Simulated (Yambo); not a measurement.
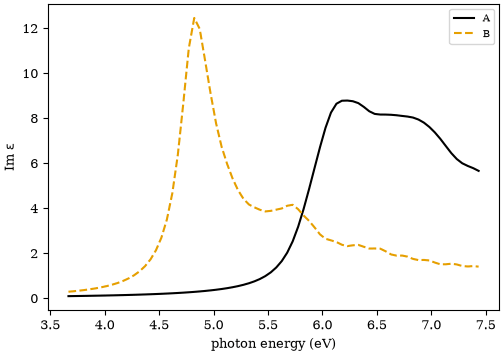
Fig. 1. Two computed absorption spectra of LiNbO$_{3}$ (space group R-3, No. 148) (Yambo, PBEsol bands with the same scissor, field along x)

Axes are Cartesian, with cell vectors (Å) (2.64, 1.53, 4.85), (-2.64, 1.53, 4.85), (0.00, -3.05, 4.85).

Which curve includes the electron-hole attraction (BSE), and where are its main peaks?

Curve B: the attraction moves weight to lower energy (centre of the plotted range 5.4 eV against 6.5 eV). Its peaks lie at 4.8 eV. Settings: 6×6×6 mesh, 10 valence and 6 conduction bands, static screening with 76 bands and a 3 Ry block, scissor 1.82 eV, Tamm-Dancoff. The scissor comes from a G0W0 run whose convergence isn't established. Broadening 0.15 eV. The band window holds all transitions up to 7.5 eV. Fine structure above the onset can come from the mesh.

Spin-orbit coupling is not included.

Geometry of the Materials Project entry, not relaxed at this level; primitive cell a = b = c = 5.727 Å, α = β = γ = 54.96°.

This is not the ordinary phase of the substance.
